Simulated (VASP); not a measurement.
Band structure of CsI (CsCl type). These are modified Becke-Johnson potential (mBJ), VASP's PBE PAW potentials (set 64) (plane waves; VASP) values and carry that method's errors.

mBJ is a potential without an energy functional, so only the levels count. Unless said otherwise, spin-orbit coupling is left out, though it shifts the bands of the heavy elements here.

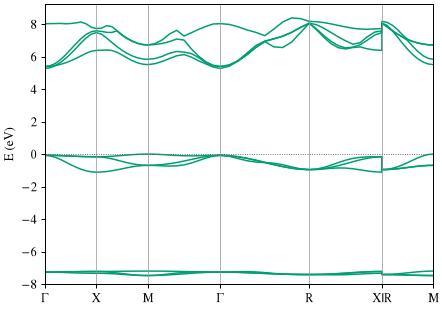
Bands along high-symmetry lines, zero at the valence-band maximum or, without a gap, the Fermi level

Problem. Read the plot: is there a gap, and where are the band edges?

Solution. The gap is indirect, 5.27 eV, from the valence maximum at M to the conduction minimum at Γ.

Measured: gap 6.20 eV (computed value off by -0.93 eV), as given by Aguado et al., (1998), arXiv:cond-mat/9809176.

The compound is CsI in the CsCl type structure. It was relaxed first, which changed the volume by +7 %. The cell's shape comes from a PBE relaxation.
